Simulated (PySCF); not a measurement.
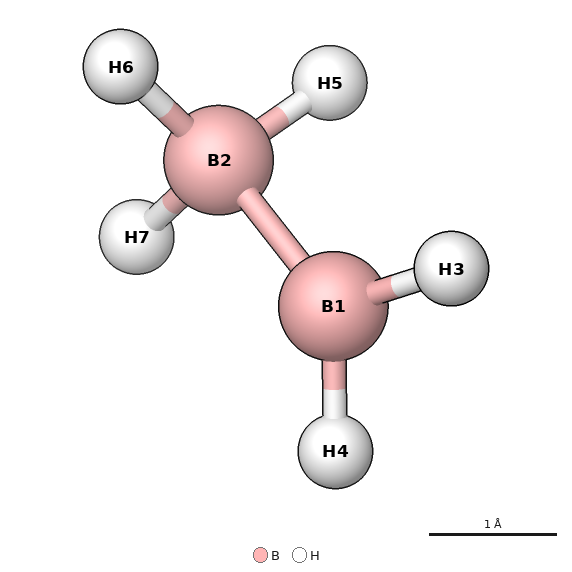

The atoms are numbered. The species has charge −1 and is a spin singlet. Geometry: a frame of a GFN2-xTB molecular-dynamics simulation, not a minimum.

Describe the coordination of atom 2.

B2 has 4 neighbours (B1 at 1.70, H5 at 1.20, H6 at 1.21, H7 at 1.29 Å); the arrangement is tetrahedral.

How are the neighbours of atom 1 arranged?

B1 has 3 neighbours (B2 at 1.70, H3 at 1.22, H4 at 1.17 Å); the arrangement is trigonal planar.
